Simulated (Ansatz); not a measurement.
**Run report: TaHCl4O, geometry relaxation**

TaHCl4O, SMILES [OH][Ta]([Cl])([Cl])([Cl])[Cl], computed with RKS PBE0-D4/def2-TZVP (Ansatz 0.2.0).

The geometry: PBE-D4/def2-SVP start. Figures and captions count atoms from 1; the log counts them from 0 in places.

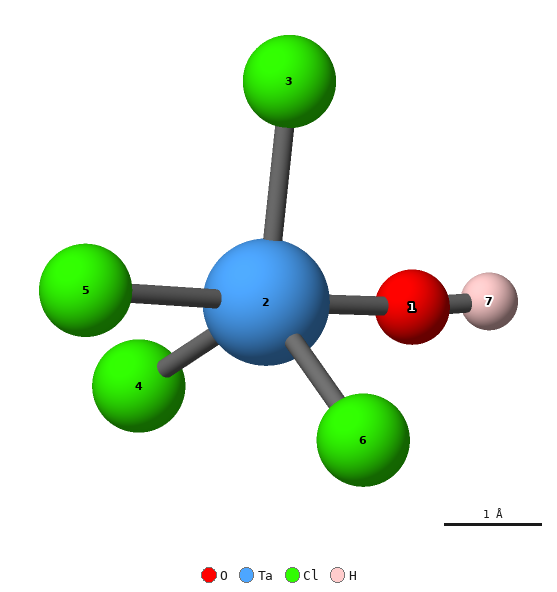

Figure 1. The structure as given in the input (ball-and-stick view, seen at a tilt; atoms are numbered from 1 in the order of the input). Sticks mark near contacts. Bond lengths as drawn: Cl–Ta 2.31 to 2.35 Å, H–O 0.97 Å and O–Ta 1.88 Å.

Key numbers

- outcome: converged
- total energy: −53697.8308 eV
- mean-field energy: −53697.5870 eV
- dispersion energy: −0.2439 eV
- SCF solution under orbital rotations: stable
- largest force (length of the vector) at the end: 0.002 eV/Å
- dipole moment: 3.48 D
- hardware: 4 threads of Arm Neoverse V2, 23 GiB of memory available, shared host
- wall time: 2 min (CPU time 7.6 min)
- peak memory: 0.86 GiB

The input
```yaml
crystal:
  periodic: [false, false, false]
  atoms:
    - {symbol: O, position_ang: [0.195894, -1.333436, 0.785649]}
    - {symbol: Ta, position_ang: [-0.054709, 0.268486, -0.169808]}
    - {symbol: Cl, position_ang: [2.085463, 0.074936, -1.039474]}
    - {symbol: Cl, position_ang: [-1.852271, -0.629721, -1.312322]}
    - {symbol: Cl, position_ang: [-0.301339, 2.278564, -1.367578]}
    - {symbol: Cl, position_ang: [-0.426097, 1.424158, 1.800154]}
    - {symbol: H, position_ang: [0.414358, -2.150986, 1.257778]}
basis:
  gaussian: {orbitals: def2-TZVP}
hamiltonian: {xc: pbe0, dispersion: d4}
relax: {f_tol: 0.005, max_steps: 150}
```

Run as:
```bash
ansatz run in.yaml --threads 4 --pin off --events-out ev --progress --plain --max-ram 11315MiB
```

What the program printed
```
Functional definition: PBE0
  name "PBE0"
  cite "Adamo & Barone, J. Chem. Phys. 110, 6158 (1999) doi:10.1063/1.478522"
  cite "Perdew, Burke & Ernzerhof, Phys. Rev. Lett. 77, 3865 (1996) doi:10.1103/PhysRevLett.77.3865"
  parent pbe
  parameter a = 0.25
  parameter kappa = 0.804
  parameter beta = 0.06672455060314922
  exchange = (1 - a)*pbe_x(kappa = kappa, mu = beta*pi^2/3) + a*exact_x
  correlation = pbe_c(beta = beta)
1675 factors; their error is unknown
mean field evaluation 1: about -53690.1816 eV, gradient 6.3e1 eV
mean field evaluation 2: about -53592.7995 eV, gradient 2.2e2 eV
mean field evaluation 4: about -53697.2170 eV, gradient 9.0e0 eV
mean field evaluation 8: about -53697.3959 eV, gradient 2.6e-1 eV
mean field evaluation 16: about -53697.5520 eV, gradient 4.6e-4 eV
mean field -53697.55202977 eV, -1973.3486395860 hartree, gradient 2.3e-5 eV, S^2 0.000000; 0 other end points of the search recorded, 0 dependent functions left out
the calculation of the forces begins
reference -53697.55206351 eV, -1973.3486408260 hartree; 45, 45 occupied and 180, 180 virtual orbitals, 1675 factors
relax step   1: F+E_penalty+E_count = -53697.79235102 eV  Δ(F+E_penalty+E_count) = +0.000e0 eV  max|allowed force component| = 6.282e-1 eV/Å  Δτ_max = 0.0000 Å  (30 SCF iters, accepted)
these checks for a lower state are left out or cut short: starts, cluster_reference, orbital_swaps, neighbouring_geometries, increment
1675 factors; their error is unknown
mean field -53697.57446115 eV, -1973.3494639242 hartree, gradient 6.3e-6 eV, S^2 0.000000; 0 other end points of the search recorded, 0 dependent functions left out
[... from here on the field's lines of each further geometry are left out, up to the last ...]
relax step   2: F+E_penalty+E_count = -53697.82020080 eV  Δ(F+E_penalty+E_count) = -2.785e-2 eV  max|allowed force component| = 3.129e-1 eV/Å  Δτ_max = 0.0430 Å  (33 SCF iters, accepted)
relax step   3: F+E_penalty+E_count = -53697.83051400 eV  Δ(F+E_penalty+E_count) = -1.031e-2 eV  max|allowed force component| = 8.108e-2 eV/Å  Δτ_max = 0.0188 Å  (34 SCF iters, accepted)
relax step   4: F+E_penalty+E_count = -53697.83064976 eV  Δ(F+E_penalty+E_count) = -1.358e-4 eV  max|allowed force component| = 2.298e-2 eV/Å  Δτ_max = 0.0072 Å  (35 SCF iters, accepted)
relax step   5: F+E_penalty+E_count = -53697.83072628 eV  Δ(F+E_penalty+E_count) = -7.652e-5 eV  max|allowed force component| = 1.443e-3 eV/Å  Δτ_max = 0.0125 Å  (34 SCF iters, accepted)
relax step   6: F+E_penalty+E_count = -53697.83073385 eV  Δ(F+E_penalty+E_count) = -7.570e-6 eV  max|allowed force component| = 8.631e-3 eV/Å  Δτ_max = 0.0054 Å  (35 SCF iters, accepted)
relax step   7: F+E_penalty+E_count = -53697.83074256 eV  Δ(F+E_penalty+E_count) = -8.710e-6 eV  max|allowed force component| = 1.680e-2 eV/Å  Δτ_max = 0.0081 Å  (36 SCF iters, accepted)
relax step   8: F+E_penalty+E_count = -53697.83075282 eV  Δ(F+E_penalty+E_count) = -1.026e-5 eV  max|allowed force component| = 2.537e-2 eV/Å  Δτ_max = 0.0113 Å  (35 SCF iters, accepted)
relax step   9: F+E_penalty+E_count = -53697.83076065 eV  Δ(F+E_penalty+E_count) = -7.827e-6 eV  max|allowed force component| = 2.451e-2 eV/Å  Δτ_max = 0.0062 Å  (35 SCF iters, accepted)
relax step  10: F+E_penalty+E_count = -53697.83076598 eV  Δ(F+E_penalty+E_count) = -5.334e-6 eV  max|allowed force component| = 2.036e-2 eV/Å  Δτ_max = 0.0080 Å  (35 SCF iters, accepted)
relax step  11: F+E_penalty+E_count = -53697.83075799 eV  Δ(F+E_penalty+E_count) = +7.993e-6 eV  max|allowed force component| = 1.942e-2 eV/Å  Δτ_max = 0.0090 Å  (35 SCF iters, rejected (line search))
relax step  12: F+E_penalty+E_count = -53697.83077240 eV  Δ(F+E_penalty+E_count) = -6.420e-6 eV  max|allowed force component| = 1.392e-2 eV/Å  Δτ_max = 0.0043 Å  (35 SCF iters, accepted)
relax step  13: F+E_penalty+E_count = -53697.83077513 eV  Δ(F+E_penalty+E_count) = -2.722e-6 eV  max|allowed force component| = 9.078e-3 eV/Å  Δτ_max = 0.0014 Å  (36 SCF iters, accepted)
relax step  14: F+E_penalty+E_count = -53697.83078113 eV  Δ(F+E_penalty+E_count) = -6.003e-6 eV  max|allowed force component| = 8.956e-4 eV/Å  Δτ_max = 0.0042 Å  (35 SCF iters, accepted)
relax step  15: F+E_penalty+E_count = -53697.83078444 eV  Δ(F+E_penalty+E_count) = -3.313e-6 eV  max|allowed force component| = 2.367e-3 eV/Å  Δτ_max = 0.0071 Å  (36 SCF iters, accepted)
the calculation of the forces begins
reference -53697.58695022 eV, -1973.3499228890 hartree; 45, 45 occupied and 180, 180 virtual orbitals, 1675 factors
relax step  16: F+E_penalty+E_count = -53697.83078588 eV  Δ(F+E_penalty+E_count) = -1.435e-6 eV  max|allowed force component| = 2.013e-3 eV/Å  Δτ_max = 0.0106 Å  (35 SCF iters, accepted)
1675 factors; their error is unknown
mean field evaluation 128: about -53609.5216 eV, gradient 2.1e2 eV
```

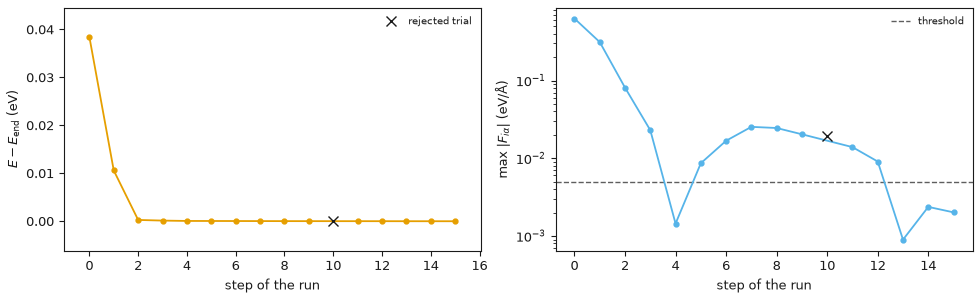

Figure 2. Progress of the relaxation, step by step (the first geometry is step 0 here and step 1 in the log).

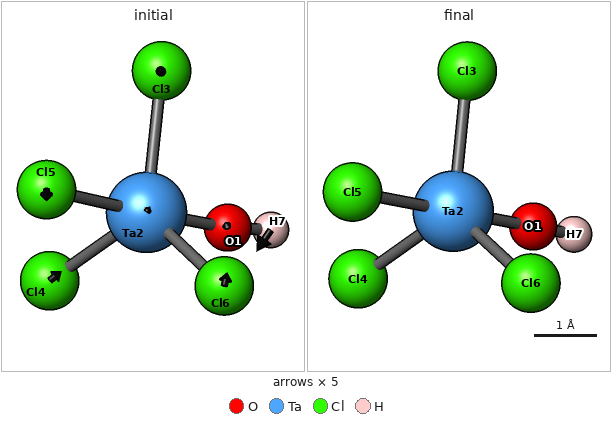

Figure 3. Before (left) and after (right) the relaxation, at one scale (ball-and-stick view, seen at a tilt). The black arrows give the displacements, magnified 5 times. H7 moves most after the best rigid fit: 0.086 Å. Largest moves by element: H 0.086 Å, Cl 0.052 Å, O 0.024 Å, Ta 0.022 Å. Among the contacts that change: Ta2–Cl3 2.318 → 2.290 Å, O1–Ta2 1.882 → 1.857 Å, Ta2–Cl4 2.312 → 2.291 Å, Ta2–Cl5 2.353 → 2.335 Å. Among the angles that change: Ta2–O1–H7 174.6° → 179.5°. The energy falls by 0.038 eV in 15 geometry steps. Largest force component: 0.63 eV/Å at the start, 0.002 eV/Å at the end. The line search rejected the trial step at point 10 (counted from 0) and went back. (Atoms are counted from 1 in the order of the input.)

```
mean field -53697.58691662 eV, -1973.3499216540 hartree, gradient 3.3e-5 eV, S^2 0.000000; 1 other end points of the search recorded, 0 dependent functions left out
the calculation of the forces begins
reference -53697.58695022 eV, -1973.3499228890 hartree; 45, 45 occupied and 180, 180 virtual orbitals, 1675 factors
Total energy: -53697.83081948 eV, -1973.3588849189 hartree
Atom 0 at     0.209338    -1.317573     0.772983 Å, force     0.000354    -0.002013     0.001384 eV/Å
Atom 1 at    -0.032495     0.265389    -0.168166 Å, force     0.000614     0.001499    -0.001454 eV/Å
Atom 2 at     2.081366     0.105197    -1.034872 Å, force    -0.000337    -0.000682     0.000506 eV/Å
Atom 3 at    -1.806333    -0.646055    -1.294755 Å, force    -0.000043     0.000539    -0.000478 eV/Å
Atom 4 at    -0.337676     2.252754    -1.355605 Å, force    -0.000740    -0.000645     0.000217 eV/Å
Atom 5 at    -0.383147     1.408255     1.784827 Å, force     0.000042    -0.000085     0.000463 eV/Å
Atom 6 at     0.330246    -2.135966     1.249987 Å, force     0.000110     0.001388    -0.000638 eV/Å
Dipole moment:     0.093723    -0.617169     0.366449 e Å
```

Trajectory as extended XYZ (Å, eV, eV/Å), 16 frames, from step=1 to step=16
```
7
Properties=species:S:1:pos:R:3:forces:R:3 step=1 energy=-53697.79235
O     0.1959   -1.3334    0.7856    0.0169   0.1202  -0.0868
Ta   -0.0547    0.2685   -0.1698    0.0848  -0.3955   0.2423
Cl    2.0855    0.0749   -1.0395   -0.4474   0.0488   0.1763
Cl   -1.8523   -0.6297   -1.3123    0.3889   0.1981   0.2499
Cl   -0.3013    2.2786   -1.3676    0.0371  -0.3529   0.2050
Cl   -0.4261    1.4242    1.8002    0.0763  -0.2468  -0.4241
H     0.4144   -2.1510    1.2578   -0.1566   0.6282  -0.3625
7
Properties=species:S:1:pos:R:3:forces:R:3 step=2 energy=-53697.82020
O     0.1894   -1.3165    0.7749    0.0869  -0.3067   0.1740
Ta   -0.0494    0.2642   -0.1663    0.0052  -0.0993   0.0628
Cl    2.0541    0.0821   -1.0270    0.2790  -0.0498  -0.0923
Cl   -1.8189   -0.6159   -1.2889   -0.2436  -0.1351  -0.1491
Cl   -0.2995    2.2403   -1.3485   -0.0426   0.3129  -0.1831
Cl   -0.4183    1.4029    1.7687   -0.0430   0.1408   0.2661
H     0.4039   -2.1251    1.2415   -0.0418   0.1372  -0.0784
7
Properties=species:S:1:pos:R:3:forces:R:3 step=3 energy=-53697.83051
O     0.1921   -1.3186    0.7751   -0.0055   0.0073  -0.0018
Ta   -0.0515    0.2658   -0.1674    0.0144  -0.0811   0.0514
Cl    2.0668    0.0714   -1.0245    0.0105   0.0163  -0.0136
Cl   -1.8306   -0.6249   -1.2943   -0.0136  -0.0025  -0.0100
Cl   -0.3032    2.2566   -1.3570    0.0042   0.0192  -0.0156
Cl   -0.4195    1.4068    1.7822   -0.0012   0.0093   0.0077
H     0.4072   -2.1252    1.2403   -0.0089   0.0316  -0.0182
7
Properties=species:S:1:pos:R:3:forces:R:3 step=4 energy=-53697.83065
O     0.1905   -1.3197    0.7764    0.0085   0.0187  -0.0170
Ta   -0.0509    0.2638   -0.1664    0.0024  -0.0230   0.0167
Cl    2.0673    0.0777   -1.0279   -0.0034  -0.0086   0.0088
Cl   -1.8312   -0.6258   -1.2943    0.0012   0.0045  -0.0006
Cl   -0.3004    2.2554   -1.3581   -0.0079   0.0073  -0.0017
Cl   -0.4187    1.4065    1.7831    0.0010   0.0014  -0.0067
H     0.4047   -2.1258    1.2415   -0.0018  -0.0002   0.0005
7
Properties=species:S:1:pos:R:3:forces:R:3 step=5 energy=-53697.83073
O     0.1950   -1.3189    0.7754   -0.0002  -0.0011   0.0004
Ta   -0.0479    0.2641   -0.1660    0.0001   0.0014  -0.0009
Cl    2.0702    0.0813   -1.0261    0.0012   0.0002  -0.0002
Cl   -1.8279   -0.6283   -1.2930    0.0001  -0.0005   0.0000
Cl   -0.3079    2.2546   -1.3590   -0.0007  -0.0013   0.0008
Cl   -0.4130    1.4084    1.7827    0.0006   0.0003   0.0005
H     0.3928   -2.1292    1.2404   -0.0010   0.0011  -0.0006
7
Properties=species:S:1:pos:R:3:forces:R:3 step=6 energy=-53697.83073
O     0.1963   -1.3186    0.7751    0.0001  -0.0086   0.0062
Ta   -0.0465    0.2643   -0.1659   -0.0006   0.0074  -0.0052
Cl    2.0715    0.0833   -1.0258    0.0013   0.0018  -0.0015
Cl   -1.8264   -0.6296   -1.2924   -0.0006  -0.0014  -0.0006
Cl   -0.3108    2.2542   -1.3594    0.0010  -0.0031   0.0013
Cl   -0.4104    1.4090    1.7826    0.0005   0.0002   0.0021
H     0.3876   -2.1306    1.2402   -0.0016   0.0038  -0.0023
7
Properties=species:S:1:pos:R:3:forces:R:3 step=7 energy=-53697.83074
O     0.1981   -1.3183    0.7748    0.0015  -0.0168   0.0115
Ta   -0.0446    0.2647   -0.1659   -0.0008   0.0110  -0.0076
Cl    2.0735    0.0866   -1.0256    0.0005   0.0025  -0.0023
Cl   -1.8241   -0.6317   -1.2917   -0.0009  -0.0020  -0.0010
Cl   -0.3149    2.2535   -1.3599    0.0021  -0.0039   0.0017
Cl   -0.4064    1.4097    1.7828    0.0003   0.0005   0.0028
H     0.3797   -2.1325    1.2399   -0.0027   0.0087  -0.0051
7
Properties=species:S:1:pos:R:3:forces:R:3 step=8 energy=-53697.83075
O     0.2004   -1.3178    0.7747    0.0037  -0.0254   0.0167
Ta   -0.0419    0.2652   -0.1658   -0.0004   0.0103  -0.0074
Cl    2.0759    0.0914   -1.0256   -0.0005   0.0022  -0.0022
Cl   -1.8208   -0.6348   -1.2910   -0.0007  -0.0016  -0.0012
Cl   -0.3203    2.2525   -1.3606    0.0022  -0.0036   0.0017
Cl   -0.4008    1.4107    1.7830   -0.0001   0.0004   0.0027
H     0.3688   -2.1352    1.2396   -0.0043   0.0178  -0.0103
7
Properties=species:S:1:pos:R:3:forces:R:3 step=9 energy=-53697.83076
O     0.2016   -1.3175    0.7749    0.0040  -0.0245   0.0148
Ta   -0.0405    0.2656   -0.1658    0.0001   0.0049  -0.0036
Cl    2.0770    0.0941   -1.0262   -0.0005   0.0011  -0.0016
Cl   -1.8188   -0.6366   -1.2909    0.0001  -0.0011  -0.0005
Cl   -0.3231    2.2519   -1.3607    0.0013  -0.0016   0.0010
Cl   -0.3978    1.4112    1.7834   -0.0003   0.0005   0.0015
H     0.3628   -2.1365    1.2397   -0.0046   0.0207  -0.0117
7
Properties=species:S:1:pos:R:3:forces:R:3 step=10 energy=-53697.83077
O     0.2031   -1.3172    0.7754    0.0057  -0.0166   0.0116
Ta   -0.0385    0.2661   -0.1657   -0.0008  -0.0047  -0.0007
Cl    2.0779    0.0968   -1.0280   -0.0007   0.0001   0.0006
Cl   -1.8153   -0.6398   -1.2909    0.0007   0.0028  -0.0006
Cl   -0.3263    2.2519   -1.3597   -0.0008  -0.0002  -0.0020
Cl   -0.3945    1.4123    1.7836    0.0003  -0.0017   0.0021
H     0.3549   -2.1381    1.2398   -0.0044   0.0204  -0.0110
7
Properties=species:S:1:pos:R:3:forces:R:3 step=11 energy=-53697.83076 accepted=F
O     0.2051   -1.3164    0.7765    0.0040  -0.0128   0.0013
Ta   -0.0362    0.2667   -0.1655   -0.0012  -0.0133   0.0032
Cl    2.0790    0.1001   -1.0299   -0.0004  -0.0007   0.0030
Cl   -1.8115   -0.6412   -1.2923    0.0011  -0.0022   0.0038
Cl   -0.3310    2.2506   -1.3605    0.0006   0.0057   0.0026
Cl   -0.3901    1.4114    1.7853    0.0000   0.0039  -0.0038
H     0.3461   -2.1392    1.2408   -0.0040   0.0194  -0.0101
7
Properties=species:S:1:pos:R:3:forces:R:3 step=12 energy=-53697.83077
O     0.2042   -1.3168    0.7757    0.0022  -0.0106   0.0020
Ta   -0.0377    0.2660   -0.1661    0.0019  -0.0034   0.0070
Cl    2.0787    0.0987   -1.0282   -0.0006  -0.0009  -0.0003
Cl   -1.8141   -0.6406   -1.2915    0.0006  -0.0001   0.0003
Cl   -0.3285    2.2515   -1.3599   -0.0007   0.0011  -0.0011
Cl   -0.3919    1.4117    1.7840   -0.0006   0.0000  -0.0013
H     0.3507   -2.1384    1.2404   -0.0028   0.0139  -0.0067
7
Properties=species:S:1:pos:R:3:forces:R:3 step=13 energy=-53697.83078
O     0.2046   -1.3168    0.7758    0.0016  -0.0059   0.0007
Ta   -0.0371    0.2662   -0.1658   -0.0003  -0.0045   0.0035
Cl    2.0787    0.0988   -1.0289    0.0001   0.0001   0.0003
Cl   -1.8132   -0.6407   -1.2916    0.0001  -0.0009   0.0009
Cl   -0.3293    2.2513   -1.3600    0.0004   0.0016   0.0003
Cl   -0.3917    1.4117    1.7843    0.0001   0.0004  -0.0014
H     0.3493   -2.1385    1.2405   -0.0020   0.0091  -0.0043
7
Properties=species:S:1:pos:R:3:forces:R:3 step=14 energy=-53697.83078
O     0.2055   -1.3173    0.7745   -0.0002   0.0000   0.0001
Ta   -0.0365    0.2657   -0.1666    0.0002   0.0009  -0.0007
Cl    2.0791    0.0997   -1.0302    0.0000  -0.0001   0.0000
Cl   -1.8125   -0.6414   -1.2923    0.0002  -0.0002   0.0000
Cl   -0.3302    2.2520   -1.3587   -0.0001  -0.0005   0.0007
Cl   -0.3907    1.4104    1.7842    0.0001  -0.0004  -0.0001
H     0.3467   -2.1371    1.2435   -0.0002   0.0003   0.0002
7
Properties=species:S:1:pos:R:3:forces:R:3 step=15 energy=-53697.83078
O     0.2071   -1.3175    0.7738   -0.0009   0.0023  -0.0009
Ta   -0.0349    0.2656   -0.1673    0.0005   0.0012  -0.0009
Cl    2.0801    0.1017   -1.0320   -0.0005   0.0003  -0.0002
Cl   -1.8101   -0.6432   -1.2933    0.0002   0.0002  -0.0003
Cl   -0.3332    2.2524   -1.3573    0.0000  -0.0011   0.0002
Cl   -0.3877    1.4095    1.7844    0.0002  -0.0005   0.0004
H     0.3402   -2.1365    1.2462    0.0005  -0.0024   0.0016
7
Properties=species:S:1:pos:R:3:forces:R:3 step=16 energy=-53697.83079
O     0.2093   -1.3176    0.7730    0.0004  -0.0020   0.0014
Ta   -0.0325    0.2654   -0.1682    0.0006   0.0015  -0.0015
Cl    2.0814    0.1052   -1.0349   -0.0003  -0.0007   0.0005
Cl   -1.8063   -0.6461   -1.2948    0.0000   0.0005  -0.0005
Cl   -0.3377    2.2528   -1.3556   -0.0007  -0.0006   0.0002
Cl   -0.3831    1.4083    1.7848    0.0000  -0.0001   0.0005
H     0.3302   -2.1360    1.2500    0.0001   0.0014  -0.0006
```

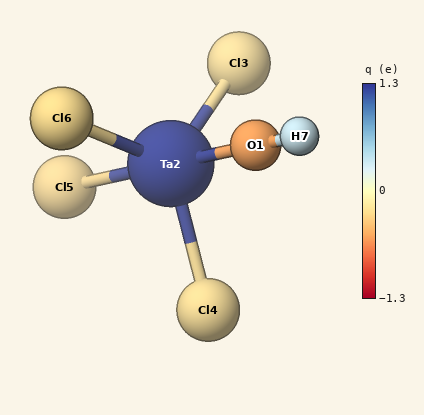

Figure 4. Mulliken charges, as the colour of each atom (ball-and-stick view, seen at a tilt; atoms are numbered from 1 in the order of the input; Mulliken charges depend strongly on the basis). By element: O −0.55, Ta +1.26, Cl −0.29 to −0.25 and H +0.34 e.
